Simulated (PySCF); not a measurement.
C7H11N

```
atom    x (Å)    y (Å)    z (Å)
   C   2.2324   0.4264  -1.7147
   N   1.2518  -0.2103  -1.2327
   C   1.1481  -0.3461   0.1678
   C   0.5358  -1.6438   0.6875
   C  -0.2170  -0.3847   0.7532
   C  -0.9761   0.4170   1.7381
   C  -1.5419   0.1336   0.3571
   C  -1.6606   1.2311  -0.6654
   H   2.3211   0.5414  -2.8038
   H   3.0276   0.8835  -1.0923
   H   1.9487   0.1030   0.7791
   H   0.2558  -2.3710  -0.0796
   H   0.9623  -2.0606   1.6049
   H  -1.4167  -0.0981   2.5971
   H  -0.6368   1.4379   1.9424
   H  -2.3445  -0.6135   0.3292
   H  -0.8325   1.9496  -0.5672
   H  -1.6168   0.8216  -1.6859
   H  -2.6067   1.7834  -0.5512
```

Geometry: PBE0-D3(BJ)/def2-SVP.

The calculation used CAM-B3LYP/def2-SVPD, SCF density, gas phase (PySCF 2.14.0).

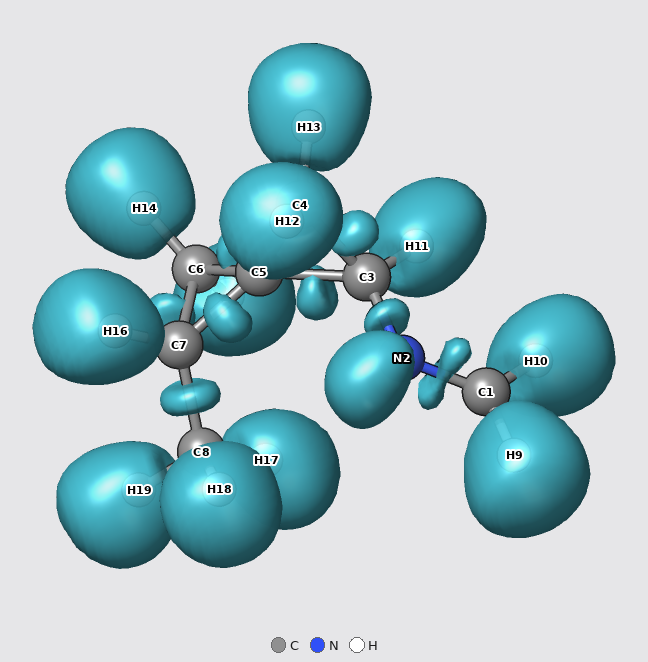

Figure 1. Isosurface of the ELF at 0.85 (cyan), seen at an oblique angle. Core shells and regions of very low density are left out.

What do the ELF domains correspond to?

Answer. At this value the surface marks out seven regions between bonded C–C atoms (shared pairs), two regions between bonded C–N atoms (shared pairs), eleven regions around hydrogen nuclei and one lobe on N, pointing away from the bonds (lone pairs). Profiles from the grid: C–N (1.26 Å): the ELF peaks at about 0.90 between the atoms; a multiple bond. C–C (1.47 Å): the ELF peaks at about 0.90 between the atoms, as expected for localised, covalent bonding.

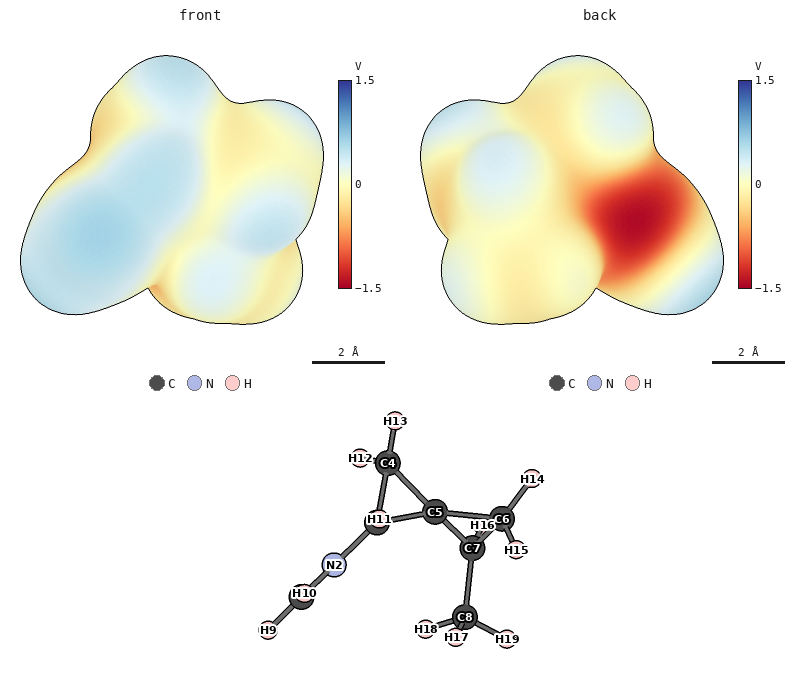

Figure 2. The electrostatic potential painted on the density surface at 0.001 e/bohr³, seen from the front and from behind; red is negative and blue positive. The bare structure is drawn below in the same view.

Describe the electrostatic potential map.

Answer. The most negative region (about −1.4 V) lies over N2, the most positive (about +0.6 V) over H10. N2 is the likeliest acceptor of a hydrogen bond.

What dipole moment does the calculation give?

Answer. Its dipole moment is 1.21 D.
